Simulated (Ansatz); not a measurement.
The starting structures come from a database of crystals and need not be the phases stable at ambient conditions.

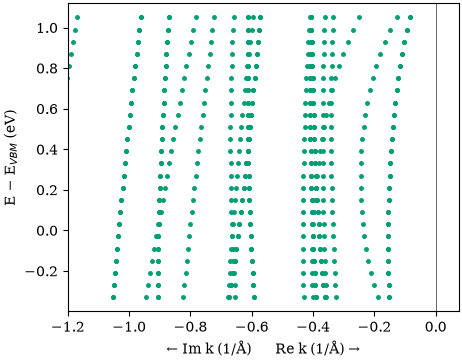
Fig. 1. Complex bands at the centre of the two-dimensional zone; r2SCAN run with Ansatz (a first-principles code)

No gap correction and no spin-orbit coupling; mid-gap values are interpolated between computed energies.

Problem. This is CsGeI₃ (R3m, not sure to be the ambient phase, 5 atoms a cell, 41.8 Å³ an atom) along the normal of (100). Read off the slowest decay at the centre of the two-dimensional zone at 0.39 eV, the computed energy nearest the middle of the gap.

Solution. κ ≈ 0.15 1/Å, a decay length 1/(2κ) of the density of 3.4 Å.
